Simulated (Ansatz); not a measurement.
AlN$_{3}$H$_{8}$: several calculations on one system

Part 1: Relaxation

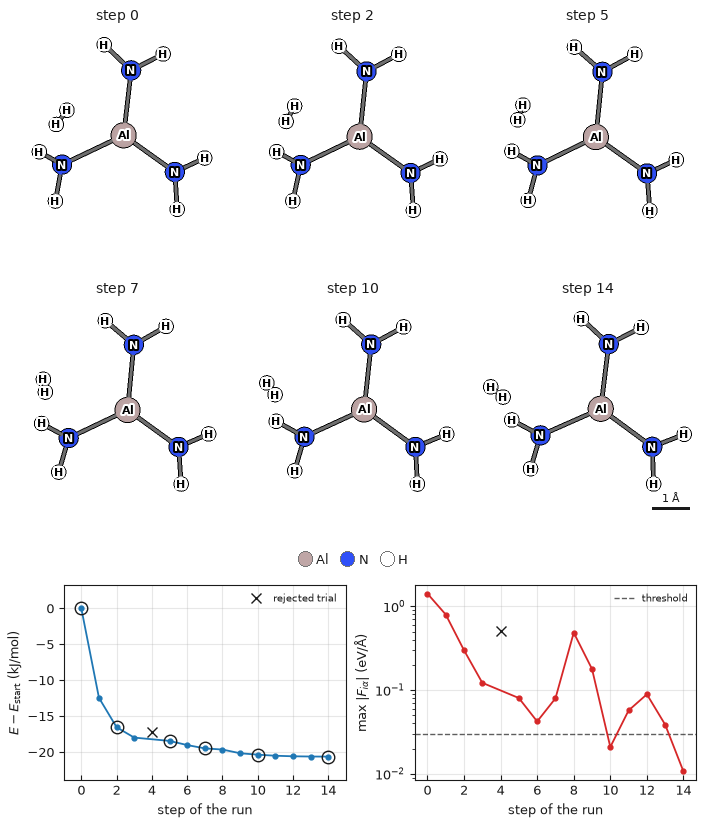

Frames of a relaxation of AlN3H8, marked on the history of the run. The picture is a ball-and-stick view, seen face on.

The run prepares an end point of a later path (reaction) calculation, from a guessed geometry.

Theory: Ansatz, RKS B3LYP-D4/6-31G*.

The input:
```yaml
crystal:
  periodic: [false, false, false]
  atoms:
    - { symbol: Al, position_ang: [-0.085339, -0.127611, 0.097055] }
    - { symbol: "N", position_ang: [-0.132105, -0.108949, 1.966196] }
    - { symbol: H, position_ang: [-0.986114, -0.241046, 2.495303] }
    - { symbol: H, position_ang: [0.663889, -0.424346, 2.51096] }
    - { symbol: "N", position_ang: [1.438846, 0.215831, -0.757312] }
    - { symbol: H, position_ang: [1.687771, -0.177412, -1.657234] }
    - { symbol: H, position_ang: [2.182055, 0.81371, -0.412745] }
    - { symbol: "N", position_ang: [-1.56104, -0.473485, -0.836472] }
    - { symbol: H, position_ang: [-2.408532, -0.890224, -0.473879] }
    - { symbol: H, position_ang: [-1.689609, -0.194233, -1.800912] }
    - { symbol: H, position_ang: [-0.033234, 2.551414, 0.781876] }
    - { symbol: H, position_ang: [-0.042587, 2.055252, 1.293563] }
basis:
  gaussian: { orbitals: "6-31G*" }
hamiltonian:
  xc: b3lyp
  dispersion: d4
relax:
  f_tol: 0.03
  max_steps: 50
```

Launched with:
```bash
ansatz run input.yaml --threads 1 --pin off --max-ram 2048MiB --backend cpu --events-out ev --progress --plain --runs-dir out
```

Describe the path.

Over 13 accepted moves (14 points after the start) the energy falls by 20.6 kJ/mol. The largest force component goes from 1.4 to 0.011 eV/Å. The line search rejected the trial step at point 4 of the run. The forces were under the threshold at step 10, but the run went on from there. The largest move after the best rigid fit is that of H11, 1.30 Å. By element the largest moves are H 1.30 Å, N 0.29 Å, Al 0.22 Å. Near-neighbour distances that change, for instance: Al1–N2 1.870 → 1.785 Å, H11–H12 0.713 → 0.746 Å. Among the angles between lasting bonds that change: Al1–N2–H4 120.9° → 124.9°. The run took 59 s on 1 thread of Arm Neoverse V1, on a shared host, peak memory 0.16 GiB. From step 0 to 2: H11 moves most (0.38 Å), energy −16.5 kJ/mol. From step 2 to 5: H11 moves most (0.23 Å), energy −1.90 kJ/mol. From step 5 to 7: H11 moves most (0.25 Å), energy −1.04 kJ/mol. From step 7 to 10: H11 moves most (0.31 Å), energy −0.88 kJ/mol. From step 10 to 14: H11 moves most (0.30 Å), energy −0.27 kJ/mol.

| step | E − E(0), kJ/mol | largest force component, eV/Å | note |
| --- | --- | --- | --- |
| 0 | 0.00 | 1.4195 |  |
| 1 | -12.43 | 0.7986 |  |
| 2 | -16.53 | 0.2990 |  |
| 3 | -17.97 | 0.1221 |  |
| 4 | -17.26 | 0.5101 | rejected |
| 5 | -18.43 | 0.0803 |  |
| 6 | -19.01 | 0.0422 |  |
| 7 | -19.47 | 0.0797 |  |
| 8 | -19.63 | 0.4849 |  |
| 9 | -20.15 | 0.1785 |  |
| 10 | -20.34 | 0.0209 |  |
| 11 | -20.49 | 0.0571 |  |
| 12 | -20.57 | 0.0890 |  |
| 13 | -20.60 | 0.0386 |  |
| 14 | -20.61 | 0.0107 |  |

Limits of the set-up: the start holds two separate molecules, 2.3 Å apart at their closest, whose relative position is a soft coordinate.

Part 2: Relaxation

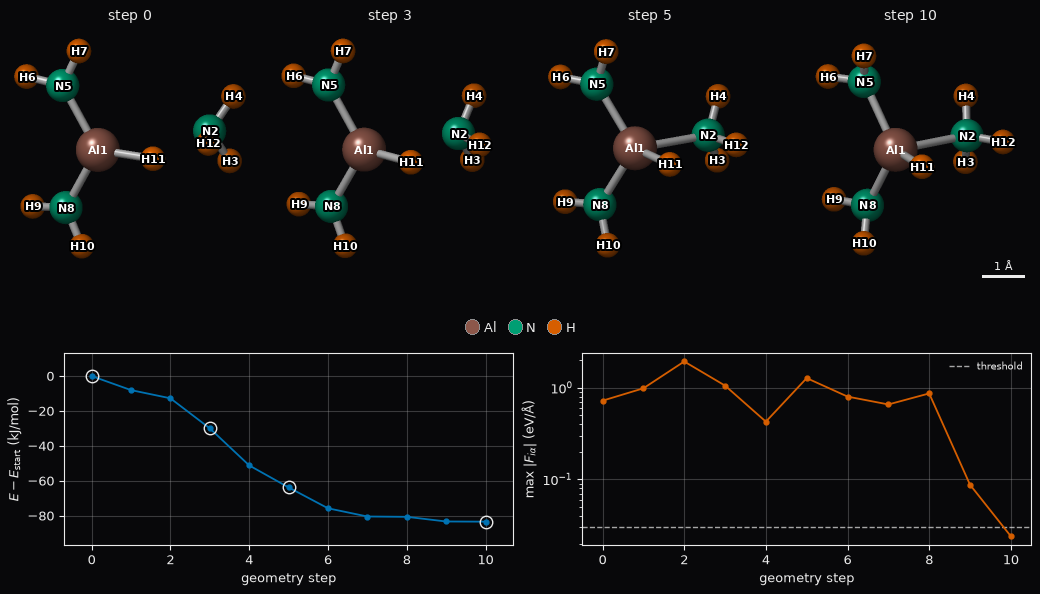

Frames of a relaxation of AlN$_{3}$H$_{8}$, marked on the history of the run. A ball-and-stick model, seen at a tilt.

The run prepares an end point of a later path (reaction) calculation, from a guessed geometry.

These are results of Ansatz, RKS B3LYP-D4/6-31G*, not measurements.

Input file:
```yaml
crystal:
  periodic: [false, false, false]
  atoms:
    - { symbol: Al, position_ang: [-0.068276, 0.600673, -0.544867] }
    - { symbol: "N", position_ang: [-0.10465, 0.216158, 2.541154] }
    - { symbol: H, position_ang: [-0.959266, 0.08697, 3.079884] }
    - { symbol: H, position_ang: [0.668996, 0.213406, 3.203628] }
    - { symbol: "N", position_ang: [1.50609, 0.031998, -1.161032] }
    - { symbol: H, position_ang: [1.640511, -0.755024, -1.782675] }
    - { symbol: H, position_ang: [2.40089, 0.369285, -0.830462] }
    - { symbol: "N", position_ang: [-1.587027, -0.101849, -1.164086] }
    - { symbol: H, position_ang: [-1.675828, -0.959003, -1.694308] }
    - { symbol: H, position_ang: [-2.503641, 0.266438, -0.945399] }
    - { symbol: H, position_ang: [-0.135711, 1.864989, 0.384204] }
    - { symbol: H, position_ang: [-0.148088, 1.16486, 2.120359] }
basis:
  gaussian: { orbitals: "6-31G*" }
hamiltonian:
  xc: b3lyp
  dispersion: d4
relax:
  f_tol: 0.03
  max_steps: 50
output:
  orbitals: {}
```

Command:
```bash
ansatz run input.yaml --threads 1 --pin off --max-ram 2048MiB --backend cpu --events-out ev --progress --plain --runs-dir out
```

Question: What happens along the run?

Answer: The largest move after the best rigid fit is that of H4, 1.16 Å. By element the largest moves are H 1.16 Å, N 0.66 Å, Al 0.43 Å. Near-neighbour distances that change, for instance: Al1–N2 3.110 → 2.075 Å, Al1–N5 1.784 → 1.829 Å, Al1–H11 1.570 → 1.606 Å, N2–H12 1.039 → 1.019 Å. New bonds form, among them: Al1–N2 (3.11 → 2.08 Å). Bond angles that change, for instance: Al1–N8–H10 123.6° → 118.1°, Al1–N5–H7 124.2° → 119.0°, Al1–N8–H9 126.2° → 121.5°. The energy falls by 83.4 kJ/mol in 10 geometry steps. The largest force component goes from 0.72 to 0.024 eV/Å. From step 0 to 3: H4 moves most (0.47 Å), energy −29.9 kJ/mol. From step 3 to 5: H4 moves most (0.39 Å), energy −33.8 kJ/mol. From step 5 to 10: H4 moves most (0.30 Å), energy −19.6 kJ/mol.

Part 3: Path

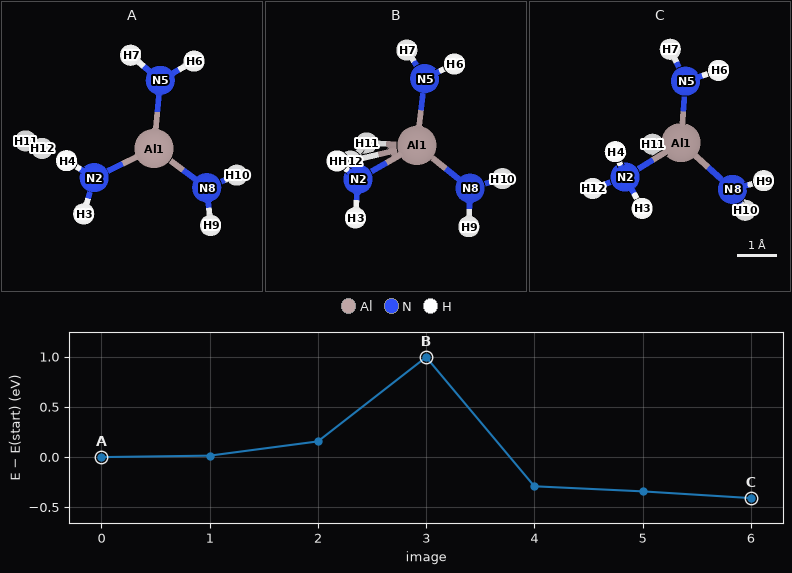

A nudged-elastic-band calculation for AlN3H8, made up at the start of AlN$_{3}$H$_{6}$ and H₂. Images are numbered from 0 (start) to 6 (end). Frames A to C are images 0, 3, 6. Style: ball-and-stick. Shown face on.

Theory: Ansatz, RKS B3LYP-D4/6-31G*. Run with 5 movable images; climbing image; force threshold 0.05 eV/Å; iteration limit 60; starting path through a guess of the saddle point.

Read off the barrier and say what moves.

Breaking: H11–H12 (0.75 → 1.02 at the top → 2.87 Å). Forming: Al1–H11 (4.04 → 1.88 at the top → 1.61 Å), N2–H12 (2.63 → 1.39 at the top → 1.02 Å). Forward barrier 1.00 eV, backward barrier 1.41 eV, with image 3 at the top; the reaction energy is −0.41 eV. The band converged in 17 iterations. The largest component of the band force went from 5.4 to 0.043 eV/Å. The climbing image converged on the top of the path. Its vibrational analysis gives one imaginary mode (1338i cm⁻¹), as a transition state must have.

Limits of the set-up: the start holds two separate molecules, 2.6 Å apart at their closest, whose relative position is a soft coordinate.
